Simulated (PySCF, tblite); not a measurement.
**C₂H₁₂BNSi₂: geometry, infrared bands and NMR shifts**

What infrared bands and NMR shifts should C₂H₁₂BNSi₂ (`CB(C)[SiH2]N[SiH3]`) show?

Computed with tblite 0.8.0 and PySCF 2.14.0, with density-fitted response routines of our own, on a single molecule in the gas phase. Atoms count from 0, in the outputs and in this text.

### 1 The starting structure

18 atoms, charge 0, multiplicity 1; geometry from: force field or distance geometry start.

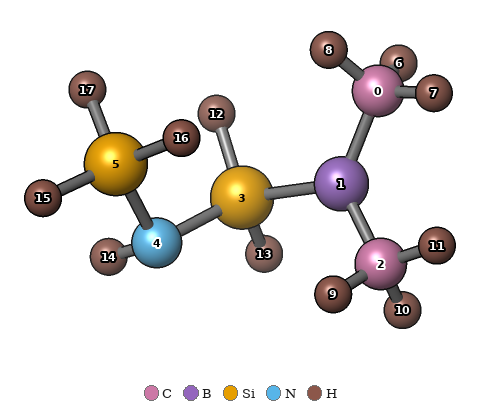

The starting geometry (carbon pink, boron purple, silicon amber, nitrogen blue, hydrogen brown), atoms numbered; sticks join atoms by distance.

### 2 Optimising the geometry with GFN2-xTB

The job: settings as JSON, then the geometry in Å.

```
{"job": {"kind": "relax", "xc": "GFN2-xTB", "basis": "xTB"}, "charge": 0, "multiplicity": 1}
C     -1.709300     0.012000     1.439800
B     -1.139400    -0.106000    -0.043200
C     -1.733000     0.730400    -1.232700
Si     0.383300    -1.272100    -0.369500
N      1.761900    -0.333800    -0.996900
Si     2.446000     0.628900     0.339800
H     -2.067400    -0.977100     1.780400
H     -2.561700     0.732000     1.469600
H     -0.915600     0.374600     2.122800
H     -0.959900     1.393500    -1.651300
H     -2.104000     0.041600    -2.028500
H     -2.594400     1.354200    -0.884600
H      0.764500    -1.960700     0.894400
H     -0.005400    -2.291400    -1.355500
H      2.492900    -1.012600    -1.281900
H      3.619900     1.375200    -0.129700
H      1.447500     1.586700     0.840300
H      2.865200    -0.269100     1.435100
```

On the command line:

```sh
OMP_NUM_THREADS=1 python probes_run.py task.json out
```

The driver reads the jobs from task.json and runs them one after another.

Log:

```text
step      E/eV     max force
  0    -490.21877    1.604
  1    -490.32421    1.157
  2    -490.41673    0.613
  3    -490.45289    0.498
  4    -490.48729    0.327
  5    -490.51009    0.480
  6    -490.54734    0.463
  7    -490.57524    0.385
  8    -490.59727    0.290
  9    -490.61083    0.270
 10    -490.62240    0.292
 11    -490.63341    0.283
 12    -490.64262    0.262
 13    -490.64892    0.156
 14    -490.65348    0.153
 15    -490.65817    0.179
 16    -490.66354    0.234
 17    -490.66858    0.217
 18    -490.67237    0.172
 19    -490.67523    0.191
 20    -490.67798    0.202
 21    -490.68100    0.163
 22    -490.68370    0.134
 23    -490.68558    0.094
 24    -490.68689    0.093
 25    -490.68804    0.106
 26    -490.68922    0.098
 27    -490.69037    0.089
 28    -490.69148    0.097
 29    -490.69264    0.081
 30    -490.69377    0.087
 31    -490.69472    0.070
 32    -490.69539    0.076
 33    -490.69585    0.065
 34    -490.69620    0.049
 35    -490.69655    0.052
 36    -490.69701    0.058
 37    -490.69763    0.057
 38    -490.69830    0.059
 39    -490.69879    0.059
 40    -490.69912    0.057
 41    -490.69947    0.050
 42    -490.69996    0.060
 43    -490.70059    0.073
 44    -490.70115    0.066
 45    -490.70155    0.053
 46    -490.70191    0.050
 47    -490.70244    0.070
 48    -490.70316    0.083
 49    -490.70387    0.068
 50    -490.70439    0.049
 51    -490.70480    0.056
 52    -490.70526    0.066
 53    -490.70581    0.061
 54    -490.70631    0.056
 55    -490.70667    0.056
 56    -490.70697    0.077
 57    -490.70728    0.075
 58    -490.70757    0.053
 59    -490.70782    0.046
 60    -490.70808    0.048
 61    -490.70840    0.069
 62    -490.70879    0.067
 63    -490.70909    0.041
 64    -490.70927    0.034
 65    -490.70943    0.039
 66    -490.70972    0.058
 67    -490.71025    0.067
 68    -490.71102    0.065
 69    -490.71170    0.045
 70    -490.71210    0.042
 71    -490.71237    0.042
 72    -490.71268    0.043
 73    -490.71314    0.049
 74    -490.71369    0.056
 75    -490.71412    0.044
 76    -490.71448    0.052
 77    -490.71482    0.041
 78    -490.71509    0.041
 79    -490.71528    0.040
 80    -490.71541    0.031
 81    -490.71557    0.041
 82    -490.71574    0.052
 83    -490.71589    0.040
 84    -490.71598    0.021
 85    -490.71603    0.020
 86    -490.71609    0.021
 87    -490.71614    0.025
 88    -490.71620    0.021
 89    -490.71625    0.016
 90    -490.71630    0.017
 91    -490.71636    0.022
 92    -490.71644    0.023
 93    -490.71652    0.019
 94    -490.71658    0.016
 95    -490.71661    0.013
 96    -490.71663    0.014
 97    -490.71667    0.016
 98    -490.71671    0.018
 99    -490.71676    0.016
100    -490.71681    0.017
101    -490.71686    0.019
102    -490.71692    0.020
103    -490.71699    0.018
104    -490.71705    0.018
105    -490.71709    0.018
106    -490.71713    0.017
107    -490.71719    0.021
108    -490.71728    0.025
109    -490.71740    0.029
110    -490.71755    0.028
111    -490.71773    0.032
112    -490.71791    0.039
113    -490.71808    0.033
114    -490.71820    0.023
115    -490.71827    0.017
116    -490.71832    0.018
117    -490.71838    0.023
118    -490.71845    0.025
119    -490.71852    0.020
120    -490.71858    0.016
121    -490.71862    0.013
122    -490.71864    0.011
123    -490.71867    0.011
124    -490.71869    0.012
125    -490.71872    0.014
126    -490.71874    0.015
127    -490.71877    0.013
128    -490.71878    0.009
```

Wall time 0.9 s (1 thread of Arm Neoverse V1, shared host).

Step by step: (not every step is listed)

```csv
step,energy from step 0 (eV),largest force (eV/Å)
0,0.0000,1.6040
1,-0.1054,1.1571
2,-0.1980,0.6129
3,-0.2341,0.4980
4,-0.2685,0.3267
5,-0.2913,0.4796
6,-0.3286,0.4630
7,-0.3565,0.3854
8,-0.3785,0.2895
19,-0.4565,0.1905
30,-0.4750,0.0867
41,-0.4807,0.0497
52,-0.4865,0.0665
63,-0.4903,0.0414
74,-0.4949,0.0559
85,-0.4973,0.0195
96,-0.4979,0.0136
107,-0.4984,0.0213
118,-0.4997,0.0255
123,-0.4999,0.0114
124,-0.4999,0.0121
125,-0.5000,0.0144
126,-0.5000,0.0151
127,-0.5000,0.0134
128,-0.5000,0.0086
```

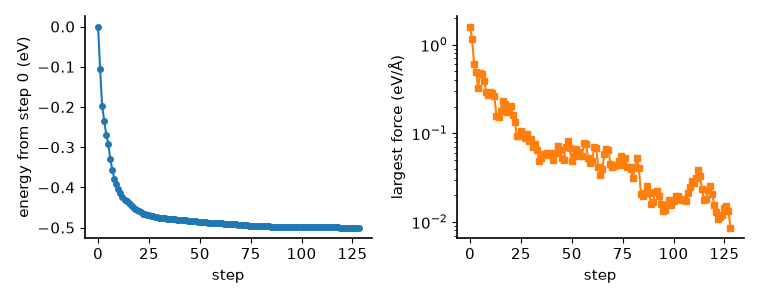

Energy and largest force along the relaxation.

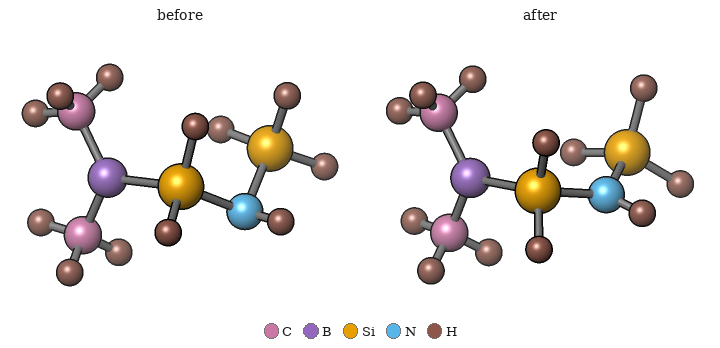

Before and after, at one scale.

Distances of close pairs at the start and the end, largest changes first:

| bond | before (Å) | after (Å) | change (Å) |
| --- | --- | --- | --- |
| N4–Si5 | 1.784 | 1.724 | -0.060 |
| C2–H11 | 1.119 | 1.089 | -0.030 |
| N4–H14 | 1.037 | 1.008 | -0.030 |
| Si3–N4 | 1.782 | 1.753 | -0.028 |
| C0–H7 | 1.116 | 1.089 | -0.027 |
| C2–H10 | 1.116 | 1.091 | -0.025 |
| B1–Si3 | 1.945 | 1.966 | +0.020 |
| C0–B1 | 1.593 | 1.576 | -0.017 |

The next job starts from the end point, and lists it.

### 3 Harmonic vibrations with GFN2-xTB

The job: settings as JSON, then the geometry in Å.

```
{"job": {"kind": "ir", "xc": "GFN2-xTB", "basis": "xTB"}, "charge": 0, "multiplicity": 1}
C     -1.690614    -0.017966     1.460631
B     -1.113886    -0.149300     0.000187
C     -1.621388     0.813940    -1.138058
Si     0.272402    -1.482399    -0.405672
N      1.776883    -0.599479    -0.583336
Si     2.348536     0.757260     0.313248
H     -2.036953    -0.976276     1.848803
H     -2.501482     0.700457     1.573669
H     -0.888125     0.289947     2.133696
H     -0.778871     1.314895    -1.615839
H     -2.100344     0.242194    -1.934482
H     -2.326119     1.579477    -0.815997
H      0.483825    -2.549776     0.603838
H      0.172313    -2.223320    -1.681867
H      2.502490    -1.120665    -1.049445
H      3.467328     1.321131    -0.444513
H      1.229692     1.696850     0.412890
H      2.795554     0.409348     1.670600
```

Log:

```text
mode    cm-1     km/mol
  1     -40.4      0.25
  2      19.5      0.13
  3      46.8      2.96
  4      74.2      1.17
  5      86.7      0.20
  6      95.3      0.90
  7     184.3      0.35
  8     206.4      2.53
  9     279.3      0.90
 10     342.9      2.04
 11     403.4     35.85
 12     470.7     84.21
 13     535.2     11.28
 14     560.8     45.61
 15     573.0     37.45
 16     595.6     47.46
 17     662.5     39.30
 18     666.6      6.86
 19     752.5    408.04
 20     769.0    286.27
 21     810.6    225.50
 22     824.3     26.67
 23     831.7    300.01
 24     843.3    206.30
 25     859.4    191.85
 26     885.0      3.13
 27     979.7    227.03
 28    1111.5    103.84
 29    1123.9     43.18
 30    1196.6    163.63
 31    1379.1     59.90
 32    1387.0      6.41
 33    1480.5      0.31
 34    1485.1      5.17
 35    1489.7      4.93
 36    1495.8      0.27
 37    2070.8    456.59
 38    2128.3    324.87
 39    2180.7    463.12
 40    2241.2    369.76
 41    2243.3    251.55
 42    2981.8     13.77
 43    2986.9     34.18
 44    3002.7     16.08
 45    3005.1     40.02
 46    3014.0      8.85
 47    3015.7     67.09
 48    3465.1      1.64
```

It took 0.65 s on 1 thread of Arm Neoverse V1, shared host.

Which atoms move in the most intense modes:

| cm⁻¹ | km/mol | atoms |
| --- | --- | --- |
| 752 | 408.0 | H16 25 %, H13 17 %, Si3 16 %, N4 13 % |
| 769 | 286.3 | H15 43 %, H16 30 % |
| 832 | 300.0 | H17 22 %, H16 22 %, H15 16 %, Si5 11 % |
| 2071 | 456.6 | H12 87 % |
| 2128 | 324.9 | H13 88 % |
| 2181 | 463.1 | H17 92 % |
| 2241 | 369.8 | H16 88 % |
| 2243 | 251.6 | H15 89 % |

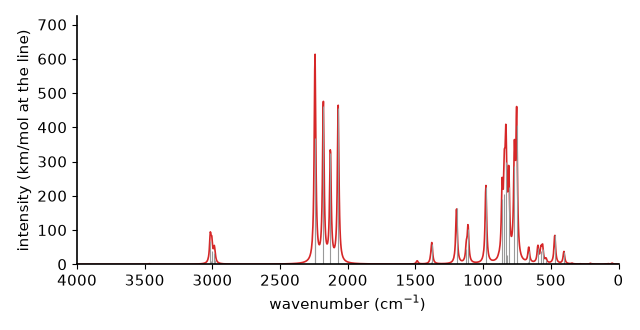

The infrared spectrum from these modes, unscaled. Lines are broadened to a width of 14 cm⁻¹ (Lorentzian).

### 4 Nuclear shieldings: PBE0/pcSseg-1

The job, as its differences from that of step 3:

```diff
@@ -1,2 +1,2 @@
-{"job": {"kind": "ir", "xc": "GFN2-xTB", "basis": "xTB"}, "charge": 0, "multiplicity": 1}
+{"job": {"kind": "nmr", "xc": "PBE0", "basis": "pcSseg-1"}, "charge": 0, "multiplicity": 1}
 C     -1.690614    -0.017966     1.460631
```

Level: GIAO PBE0/pcSseg-1 NMR shielding, non-relativistic, gas phase.

Log:

```text
coarse grid: 15008 points
cycle   1  E = -741.4442808759  dE =  2.099e-01  |g| = 5.863e-01  |ddm| = 3.649e+00
cycle   2  E = -741.3849250584  dE =  5.936e-02  |g| = 7.730e-01  |ddm| = 1.282e+00
cycle   3  E = -741.5232675219  dE = -1.383e-01  |g| = 9.734e-02  |ddm| = 8.539e-01
cycle   4  E = -741.5252806966  dE = -2.013e-03  |g| = 2.758e-02  |ddm| = 1.146e-01
cycle   5  E = -741.5254680912  dE = -1.874e-04  |g| = 3.361e-03  |ddm| = 2.821e-02
cycle   6  E = -741.5254708916  dE = -2.800e-06  |g| = 7.090e-04  |ddm| = 5.667e-03
final grid: 132936 points
cycle   7  E = -741.5534165382  dE = -2.570e-05  |g| = 8.038e-03  |ddm| = 2.696e-02
cycle   8  E = -741.5534079936  dE =  8.545e-06  |g| = 1.013e-02  |ddm| = 1.636e-02
cycle   9  E = -741.5534323104  dE = -2.432e-05  |g| = 1.063e-03  |ddm| = 9.438e-03
cycle  10  E = -741.5534325608  dE = -2.503e-07  |g| = 1.677e-04  |ddm| = 1.140e-03
cycle  11  E = -741.5534325668  dE = -6.038e-09  |g| = 2.279e-05  |ddm| = 1.822e-04
cycle  12  E = -741.5534325669  dE = -1.091e-10  |g| = 4.115e-06  |ddm| = 3.546e-05
converged SCF energy = -741.5534325669

GIAO shielding tensors (ppm)
atom      isotropic    diamagn.    paramagn.     s11        s22        s33       span
  0 C      159.196     253.086     -93.890    128.471    170.852    178.265     49.795
  1 B       -8.753     195.730    -204.482    -81.502    -77.628    132.872    214.374
  2 C      161.989     253.232     -91.244    133.820    174.034    178.112     44.292
  3 Si     404.380     880.670    -476.290    356.979    414.695    441.465     84.486
  4 N      277.297     322.922     -45.625    247.437    261.980    322.472     75.035
  5 Si     403.853     880.123    -476.270    361.102    378.667    471.790    110.688
  6 H       29.938      30.300      -0.362     25.910     29.202     34.702      8.792
  7 H       29.830      31.013      -1.182     26.630     29.065     33.796      7.166
  8 H       30.123      31.954      -1.831     27.075     28.886     34.407      7.332
  9 H       29.736      32.177      -2.442     26.429     29.026     33.752      7.323
 10 H       30.263      30.156       0.107     25.834     29.369     35.586      9.752
 11 H       29.892      31.311      -1.419     26.832     28.991     33.854      7.022
 12 H       26.706      29.738      -3.032     23.911     24.607     31.601      7.690
 13 H       26.757      29.739      -2.982     23.967     25.024     31.281      7.314
 14 H       32.485      30.438       2.046     22.633     29.550     45.271     22.638
 15 H       27.007      29.039      -2.032     23.511     24.975     32.536      9.025
 16 H       27.709      31.840      -4.132     24.187     28.187     30.752      6.564
 17 H       26.976      29.473      -2.497     23.653     24.808     32.468      8.815
```

Wall time 35 s (1 thread of Arm Neoverse V1, shared host); peak memory 0.81 GiB.

The references, computed at this level on geometries of the same kind, shield at (ppm): 1H TMS 31.72, 13C TMS 186.9, 29Si TMS 349.2, 15N NH3 267.7, 11B BF3·OEt2 100.1. Their shielding less the atom's gives the shift. The references are single molecules in the gas phase, so shifts against H2O, NH3, PH3, H3PO4 or CFCl3 are not on the usual liquid scales and can be off by tens of ppm. Atoms listed in one row are averaged.

```
                   atoms                              environment  σ (ppm)  δ (ppm)  δ scaled to CDCl3
                  C0, C2                methyl carbon bonded to B    160.6     26.3               23.8
                H12, H13     hydrogen on a silicon bonded to B, N    26.73     4.99                  –
           H15, H16, H17        hydrogen on a silicon bonded to N    27.23     4.49                  –
H6, H7, H8, H9, H10, H11  hydrogen on a methyl carbon bonded to B    29.96     1.75               1.76
                     H14    hydrogen on a nitrogen bonded to 2 Si    32.48    -0.77                  –
                      B1                  boron bonded to 2 C, Si     -8.8    108.8                  –
                     Si5                 silicon bonded to N, 3 H    403.9    -54.7                  –
                     Si3              silicon bonded to B, N, 2 H    404.4    -55.2                  –
                      N4               nitrogen bonded to 2 Si, H    277.3     -9.6                  –
```

The scaled column applies a straight-line fit of computed shieldings to shifts measured in CDCl3 (root-mean-square error 0.16 ppm for H, 1.9 ppm for C).

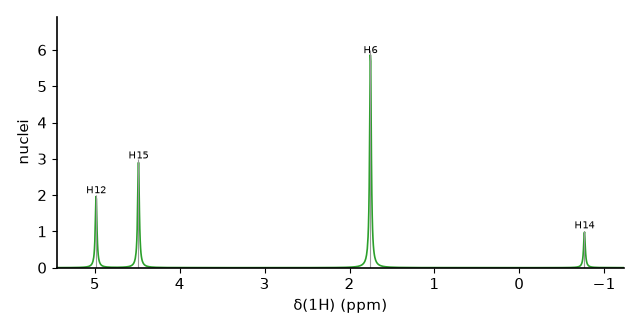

1H lines at the computed shifts, without couplings. Lines are broadened to a width of 0.02 ppm (Lorentzian).

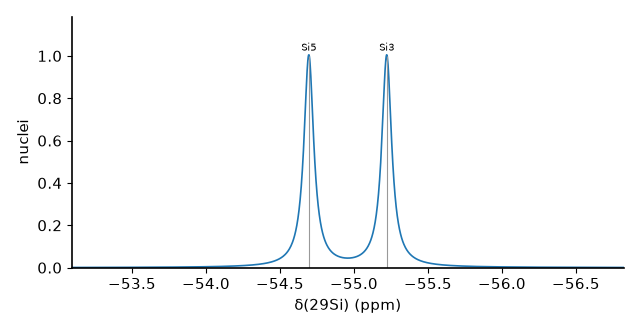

29Si lines at the computed shifts, without couplings. Lines are broadened to a width of 0.08 ppm (Lorentzian).

The run also stored atomic charges by several schemes (e):

```csv
atoms,Mulliken,IAO,Hirshfeld,ESP fit
"C0, C2",-0.49,-0.56,-0.19,-0.60
B1,0.02,0.08,0.14,0.57
Si3,0.71,0.72,0.29,0.27
N4,-0.83,-0.93,-0.33,-0.80
Si5,0.61,0.75,0.35,0.52
```

Mulliken charges:

C0 -0.49; B1 0.02; C2 -0.49; Si3 0.71; N4 -0.83; Si5 0.61; H6 0.14; H7 0.12; H8 0.14; H9 0.14; H10 0.14; H11 0.12; H12 -0.11; H13 -0.11; H14 0.22; H15 -0.11; H16 -0.11; H17 -0.11

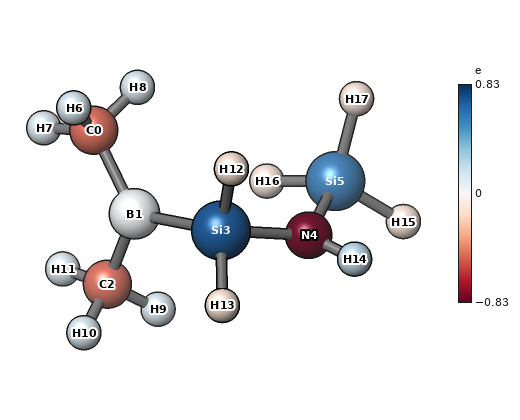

Mulliken charges, as colours on the atoms.

Mayer bond orders: C0–B1 1.06, B1–C2 1.06, B1–Si3 0.91, Si3–N4 0.94, N4–Si5 1.00.

The fields below are evaluated on a grid from the run's orbitals.

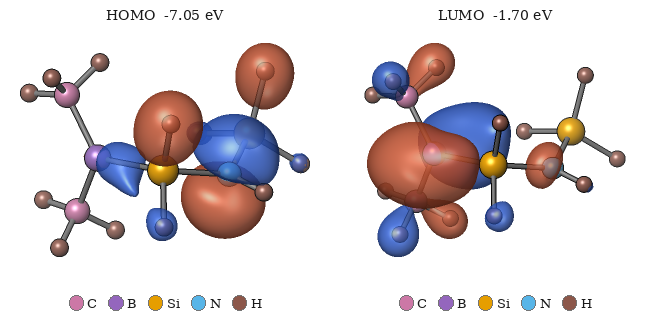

Frontier orbitals at PBE0/pcSseg-1; each surface holds 70 % of the orbital's density, blue and red mark the sign.

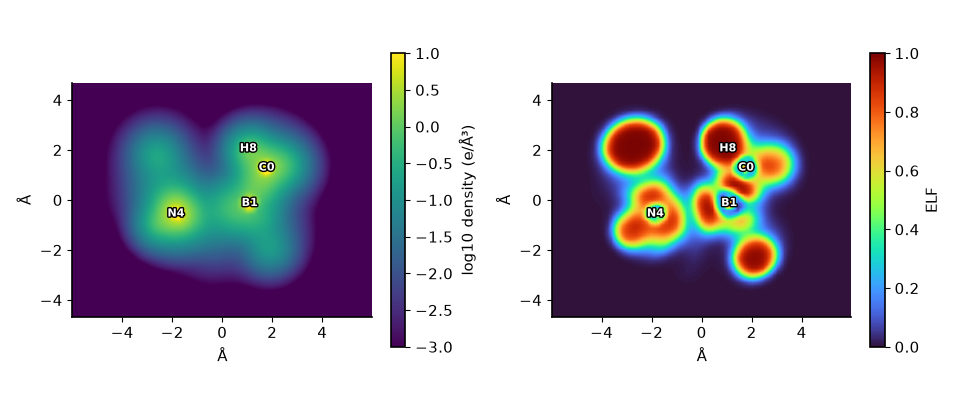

Density (left) and ELF (right) in a plane through or near 4 of the atoms.

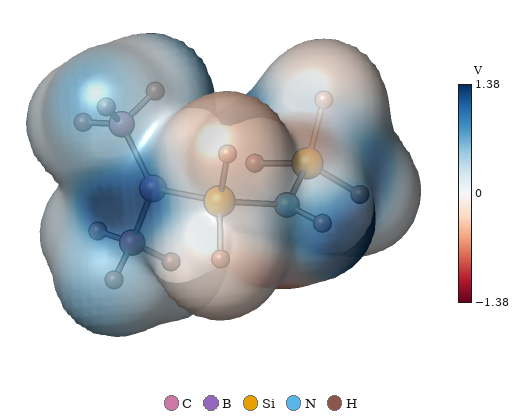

The potential that a unit positive charge feels on the 0.002 e/bohr³ surface, from -0.62 V near N4 to 1.38 V near H14.

### 5 Results

| quantity | value |
| --- | --- |
| strongest single infrared mode (GFN2-xTB) | 2181 cm⁻¹, 463 km/mol |
| zero-point energy (GFN2-xTB) | 82.7 kcal/mol |
| 13C shifts against TMS (PBE0/pcSseg-1, means over atoms taken as alike) | 26.3 ppm |
| 1H shifts against TMS (PBE0/pcSseg-1, means over atoms taken as alike) | 4.99, 4.49, 1.75, -0.77 ppm |
| 11B shifts against BF3·OEt2 (PBE0/pcSseg-1) | 108.8 ppm |
| 29Si shifts against TMS (PBE0/pcSseg-1) | -54.7, -55.2 ppm |
| 15N shifts against NH3 (PBE0/pcSseg-1) | -9.6 ppm |
| surface potential, least and greatest | -0.62 V and 1.38 V |

**Reading.** Relaxing lowered the energy by 0.500 eV in 128 steps; the close pair that moved most is N4–Si5, from 1.784 to 1.724 Å. The lowest mode is imaginary (40i cm⁻¹), so the xTB geometry is not a minimum. The strongest single mode, at 2181 cm⁻¹, moves mainly H17. Unscaled tight-binding wavenumbers are off by several per cent, some by more. Its intensities can rank the bands wrongly. At PBE0/pcSseg-1: The largest span, 214 ppm, is at B1, where the paramagnetic term is -204 ppm. By nearest atom (PBE0/pcSseg-1), the HOMO sits on N4 53 %; H12 14 % and the LUMO on B1 51 %; Si3 9 %.
